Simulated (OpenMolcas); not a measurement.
# Single-point calculation of GeClF (charge +1) (part 2 of 2)

The same run, continued: GeClF, charge +1, multiplicity 2; HF/STO-3G, UHF (OpenMolcas 26.06). The geometry is that of the parent species in another charge or spin state. The geometry comes from this level: PBE0-D4/def2-TZVP.

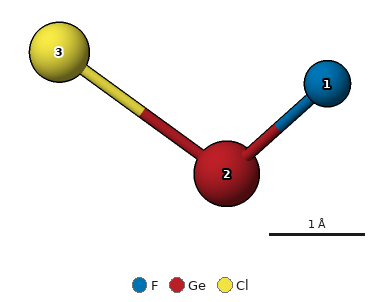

Fig. 1: The input geometry (ball-and-stick view, seen at a tilt; atoms are numbered from 1 in the order of the input). Sticks mark near contacts.

**What the program printed, continued**
```
   10   -8.0826    1.0000         27 CL3    2px    (-0.470),    31 CL3    2pz    ( 0.867),

   11   -8.0825    1.0000         29 CL3    2py    (-0.864),

   12   -6.8948    1.0000          8 GE2    1s     ( 1.058),

   13   -4.9353    1.0000         11 GE2    2px    (-0.498),    17 GE2    2pz    ( 0.918),

   14   -4.9351    1.0000         11 GE2    2px    ( 0.920),    17 GE2    2pz    ( 0.502),

   15   -4.9300    1.0000         14 GE2    2py    ( 1.043),

   16   -1.8007    1.0000          2 F1     1s     ( 0.979),

   17   -1.2751    1.0000         26 CL3    1s     ( 0.940),

   18   -1.0728    1.0000         21 GE2    3d0    (-0.581),    22 GE2    3d1+   ( 0.732),

   19   -1.0727    1.0000         21 GE2    3d0    (-0.730),    22 GE2    3d1+   (-0.534),    23 GE2    3d2+   ( 0.406),

   20   -1.0712    1.0000         19 GE2    3d2-   (-0.460),    20 GE2    3d1-   ( 0.864),

   21   -1.0684    1.0000         23 GE2    3d2+   ( 0.882),

   22   -1.0651    1.0000         19 GE2    3d2-   ( 0.838),

   23   -0.9184    1.0000          3 F1     2px    ( 0.402),     4 F1     2py    ( 0.406),     9 GE2    1s     (-0.616),

   24   -0.8253    1.0000          3 F1     2px    (-0.676),     4 F1     2py    ( 0.491),

   25   -0.7994    1.0000          3 F1     2px    (-0.452),     5 F1     2pz    ( 0.834),

   26   -0.7666    1.0000          4 F1     2py    (-0.558),     9 GE2    1s     (-0.443),    15 GE2    2py    ( 0.295),    28 CL3    2px    ( 0.398),

   27   -0.6599    1.0000         30 CL3    2py    ( 0.868),

   28   -0.6555    1.0000         28 CL3    2px    (-0.469),    32 CL3    2pz    ( 0.865),

   29   -0.6345    1.0000          9 GE2    1s     ( 0.517),    12 GE2    2px    (-0.387),    28 CL3    2px    ( 0.660),    32 CL3    2pz    ( 0.366),

   30   -0.1728    0.0000         12 GE2    2px    (-0.474),    18 GE2    2pz    ( 0.873),

   31   -0.0004    0.0000         15 GE2    2py    ( 0.973),

   32    0.0780    0.0000          2 F1     1s     (-0.434),     4 F1     2py    ( 0.512),     9 GE2    1s     ( 0.551),    12 GE2    2px    ( 0.722),
                                  15 GE2    2py    ( 0.474),    18 GE2    2pz    ( 0.440),    30 CL3    2py    (-0.366),

--

      All orbitals with orbital energies smaller than  E(LUMO)+0.5 are printed

++    Molecular orbitals:
      -------------------

      Title: UHF orbitals (beta)

      Molecular orbitals for symmetry species 1: a

      Basis set list:
        1 F1     1s                  9 GE2    1s                 17 GE2    2pz                25 CL3    1s
        2 F1     1s                 10 GE2    2px                18 GE2    2pz                26 CL3    1s
        3 F1     2px                11 GE2    2px                19 GE2    3d2-               27 CL3    2px
        4 F1     2py                12 GE2    2px                20 GE2    3d1-               28 CL3    2px
        5 F1     2pz                13 GE2    2py                21 GE2    3d0                29 CL3    2py
        6 GE2    1s                 14 GE2    2py                22 GE2    3d1+               30 CL3    2py
        7 GE2    1s                 15 GE2    2py                23 GE2    3d2+               31 CL3    2pz
        8 GE2    1s                 16 GE2    2pz                24 CL3    1s                 32 CL3    2pz

  Index Energy  Occupation Coefficients ...

    1 -400.9569    1.0000          6 GE2    1s     ( 0.994),

    2 -103.9636    1.0000         24 CL3    1s     ( 0.995),

    3  -50.7977    1.0000          7 GE2    1s     ( 1.062),

    4  -45.8629    1.0000         10 GE2    2px    (-0.471),    16 GE2    2pz    ( 0.869),

    5  -45.8614    1.0000         13 GE2    2py    ( 0.976),

    6  -45.8603    1.0000         10 GE2    2px    ( 0.855),    16 GE2    2pz    ( 0.480),

    7  -26.2657    1.0000          1 F1     1s     ( 0.995),

    8  -10.6428    1.0000         25 CL3    1s     ( 1.054),

    9   -8.0843    1.0000         29 CL3    2py    ( 0.940),

   10   -8.0818    1.0000         27 CL3    2px    (-0.470),    31 CL3    2pz    ( 0.867),

   11   -8.0793    1.0000         27 CL3    2px    ( 0.817),    31 CL3    2pz    ( 0.474),

   12   -6.8905    1.0000          8 GE2    1s     ( 1.058),

   13   -4.9324    1.0000         11 GE2    2px    (-0.498),    17 GE2    2pz    ( 0.918),

   14   -4.9318    1.0000         14 GE2    2py    ( 1.036),

   15   -4.9261    1.0000         11 GE2    2px    ( 0.909),    17 GE2    2pz    ( 0.506),

   16   -1.7420    1.0000          2 F1     1s     ( 0.971),

   17   -1.2524    1.0000         26 CL3    1s     ( 0.931),

   18   -1.0712    1.0000         19 GE2    3d2-   (-0.464),    20 GE2    3d1-   ( 0.865),

   19   -1.0696    1.0000         21 GE2    3d0    ( 0.727),    22 GE2    3d1+   ( 0.538),    23 GE2    3d2+   (-0.411),

   20   -1.0687    1.0000         21 GE2    3d0    (-0.575),    22 GE2    3d1+   ( 0.784),

   21   -1.0654    1.0000         23 GE2    3d2+   ( 0.882),

   22   -1.0619    1.0000         19 GE2    3d2-   ( 0.838),    20 GE2    3d1-   ( 0.450),

   23   -0.8520    1.0000          4 F1     2py    ( 0.623),     9 GE2    1s     (-0.572),    26 CL3    1s     ( 0.351),

   24   -0.7832    1.0000          3 F1     2px    (-0.452),     5 F1     2pz    ( 0.834),

   25   -0.7444    1.0000          3 F1     2px    ( 0.584),     4 F1     2py    (-0.513),     9 GE2    1s     (-0.495),

   26   -0.6669    1.0000          3 F1     2px    (-0.326),     4 F1     2py    (-0.286),    15 GE2    2py    ( 0.497),    26 CL3    1s     ( 0.257),
                                  28 CL3    2px    ( 0.358),    30 CL3    2py    (-0.423),

   27   -0.6497    1.0000         28 CL3    2px    (-0.471),    32 CL3    2pz    ( 0.868),

   28   -0.6429    1.0000         28 CL3    2px    ( 0.520),    30 CL3    2py    ( 0.761),

   29   -0.2548    0.0000          3 F1     2px    ( 0.369),     9 GE2    1s     ( 0.641),    12 GE2    2px    (-0.439),    28 CL3    2px    ( 0.433),

   30   -0.1433    0.0000         12 GE2    2px    (-0.475),    18 GE2    2pz    ( 0.876),

   31    0.0510    0.0000         12 GE2    2px    (-0.640),    15 GE2    2py    ( 0.780),    28 CL3    2px    (-0.540),    30 CL3    2py    ( 0.518),

   32    0.1468    0.0000          2 F1     1s     (-0.412),     3 F1     2px    ( 0.408),     4 F1     2py    ( 0.527),     9 GE2    1s     ( 0.400),
                                  12 GE2    2px    ( 0.589),    15 GE2    2py    ( 0.637),    18 GE2    2pz    ( 0.385),

--

++    Molecular charges:
      ------------------

      Mulliken charges per centre and basis function type
      ---------------------------------------------------

                            F1                      GE2                     CL3
                     alpha        beta       alpha        beta       alpha        beta
      1s           1.9853      1.9892      3.8551      3.6370      2.9953      2.9984
      2px          0.9383      0.7161      2.3665      2.1040      1.8841      1.7021
      2pz          0.9366      0.8581      2.1815      2.0974      1.9410      1.8987
      2py          0.8571      0.8142      2.2125      2.3466      1.8560      1.8487
      3d2+         0.0000      0.0000      0.9995      0.9985      0.0000      0.0000
      3d1+         0.0000      0.0000      0.9988      0.9988      0.0000      0.0000
      3d0          0.0000      0.0000      0.9987      0.9979      0.0000      0.0000
      3d1-         0.0000      0.0000      0.9984      0.9985      0.0000      0.0000
      3d2-         0.0000      0.0000      0.9952      0.9959      0.0000      0.0000
      Total        4.7173      4.3776     15.6062     15.1746      8.6764      8.4478
      Total              9.0949                 30.7809                 17.1242

      Charge           -0.0949                  1.2191                 -0.1242

      Total electronic charge=   57.000000

      Total            charge=    1.000000
--

++    Molecular orbitals:
      -------------------

      Title: Natural orbitals

      Molecular orbitals for symmetry species 1: a

      Basis set list:
        1 F1     1s                  9 GE2    1s                 17 GE2    2pz                25 CL3    1s
        2 F1     1s                 10 GE2    2px                18 GE2    2pz                26 CL3    1s
        3 F1     2px                11 GE2    2px                19 GE2    3d2-               27 CL3    2px
        4 F1     2py                12 GE2    2px                20 GE2    3d1-               28 CL3    2px
        5 F1     2pz                13 GE2    2py                21 GE2    3d0                29 CL3    2py
        6 GE2    1s                 14 GE2    2py                22 GE2    3d1+               30 CL3    2py
        7 GE2    1s                 15 GE2    2py                23 GE2    3d2+               31 CL3    2pz
        8 GE2    1s                 16 GE2    2pz                24 CL3    1s                 32 CL3    2pz

  Index Energy  Occupation Coefficients ...

    1 -400.9575    2.0000          6 GE2    1s     ( 0.994),

    2 -103.9646    2.0000         24 CL3    1s     ( 0.995),

    3  -50.7985    2.0000          7 GE2    1s     ( 1.062),

    4  -45.8631    2.0000         10 GE2    2px    (-0.471),    16 GE2    2pz    ( 0.869),

    5  -45.8616    2.0000         10 GE2    2px    ( 0.870),    16 GE2    2pz    ( 0.476),

    6  -45.8613    2.0000         13 GE2    2py    ( 0.988),

    7  -26.2706    2.0000          1 F1     1s     (-0.995),

    8  -10.6440    2.0000         25 CL3    1s     (-1.054),

    9   -8.0875    2.0000         27 CL3    2px    (-0.782),    29 CL3    2py    ( 0.473),

   10   -8.0821    2.0000         27 CL3    2px    (-0.470),    31 CL3    2pz    ( 0.866),

   11   -8.0821    2.0000         29 CL3    2py    (-0.864),

   12   -6.8926    2.0000          8 GE2    1s     (-1.058),

   13   -4.9297    2.0000         11 GE2    2px    (-0.499),    17 GE2    2pz    ( 0.920),

   14   -4.9306    2.0000         11 GE2    2px    ( 0.920),    17 GE2    2pz    ( 0.502),

   15   -4.9305    2.0000         14 GE2    2py    ( 1.042),

   16   -1.7648    2.0000          2 F1     1s     (-0.996),

   17   -1.2554    2.0000         26 CL3    1s     (-0.973),

   18   -1.0694    2.0000         21 GE2    3d0    ( 0.583),    22 GE2    3d1+   (-0.733),

   19   -1.0504    2.0000         21 GE2    3d0    (-0.705),    22 GE2    3d1+   (-0.522),    23 GE2    3d2+   ( 0.398),

   20   -1.0705    2.0000         19 GE2    3d2-   ( 0.463),    20 GE2    3d1-   (-0.863),

   21   -1.0660    2.0000         23 GE2    3d2+   ( 0.891),

   22   -1.0610    2.0000         19 GE2    3d2-   ( 0.848),

   23   -0.8314    2.0000          4 F1     2py    (-0.798),

   24   -0.6739    2.0000         30 CL3    2py    (-0.873),

   25   -0.7836    2.0000          3 F1     2px    ( 0.456),     5 F1     2pz    (-0.840),

   26   -0.6860    1.9999         28 CL3    2px    (-0.451),    32 CL3    2pz    ( 0.832),

   27   -0.7379    1.9949          9 GE2    1s     (-0.503),    28 CL3    2px    ( 0.651),    32 CL3    2pz    ( 0.362),

   28   -0.7932    1.9815          3 F1     2px    (-0.624),     5 F1     2pz    (-0.350),     9 GE2    1s     ( 0.471),    15 GE2    2py    ( 0.322),

   29   -0.4548    1.0000          3 F1     2px    ( 0.399),     9 GE2    1s     ( 0.632),    12 GE2    2px    (-0.462),    28 CL3    2px    ( 0.390),

   30    0.0914    0.0185          4 F1     2py    ( 0.476),    12 GE2    2px    ( 0.429),    15 GE2    2py    ( 0.855),

   31    0.0348    0.0051          9 GE2    1s     ( 0.457),    12 GE2    2px    ( 0.741),    15 GE2    2py    (-0.615),    26 CL3    1s     (-0.404),
                                  28 CL3    2px    ( 0.518),    30 CL3    2py    (-0.571),

   32   -0.1581    0.0001         12 GE2    2px    (-0.474),    18 GE2    2pz    ( 0.874),

--

++    Molecular properties:
      ---------------------

      Charge (e):
                      =    1.0000
      Dipole Moment (debye):
      Origin of the operator (angstrom)=   -0.2491   -0.1840   -0.1543
                   X= -3.3273E+00               Y=  1.5486E+00               Z= -1.6450E+00           Total=  4.0218E+00
      Center of Charge (angstrom)
                     X=   -0.94179411               Y=    0.13836035               Z=   -0.49678708
      Quadrupole Moment (debye*angstrom):
      Origin of the operator (angstrom)=   -0.2491   -0.1840   -0.1543
                  XX= -2.6175E+01              XY= -1.9404E-01              XZ= -1.2262E-01              YY= -2.9618E+01
                  YZ= -4.8027E-01              ZZ= -2.6102E+01
      In traceless form (debye*angstrom)
                  XX=  1.6848E+00              XY= -2.9105E-01              XZ= -1.8393E-01              YY= -3.4791E+00
                  YZ= -7.2041E-01              ZZ=  1.7943E+00
--

--- Stop Module: scf /rc=_RC_ALL_IS_WELL_ ---
--- Module scf spent 1 second ---

.##################.
.# Happy landing! #.
.##################.

    Timing: Wall=2.45 User=2.04 System=0.40
```

This output came from the following input.

**Input**
```
* ClFGe Hartree-Fock
>>> EXPORT MOLCAS_PRINT=2
&gateway
baslib = $CurrDir
coord = geom.xyz
basis = STO-3G
group = NoSym
&seward
&scf
uhf
charge = 1
spin = 2
thresholds = 1e-10 1e-07 1e-07 1e-05
prorbitals = 1 2
```

**File geom.xyz**
```
3

F      0.110400     1.418700     0.206200
Ge    -0.762800     0.035600    -0.410300
Cl     0.641600    -1.519100     0.191000
```

Launch command:
```bash
export MOLCAS_MEM=1860
pymolcas test.input > test.log
```

**Key numbers**

| quantity | value |
| --- | --- |
| outcome | converged |
| total energy | −2604.143032 hartree |
| basis functions | 32 |
| ⟨S²⟩ | 0.797 |
| hardware | 1 thread of Intel Xeon @ 2.50GHz (Skylake/Cascade Lake), 96 GiB of memory available, shared host |
| wall time | 2.7 s |
| peak memory | 0.37 GiB |
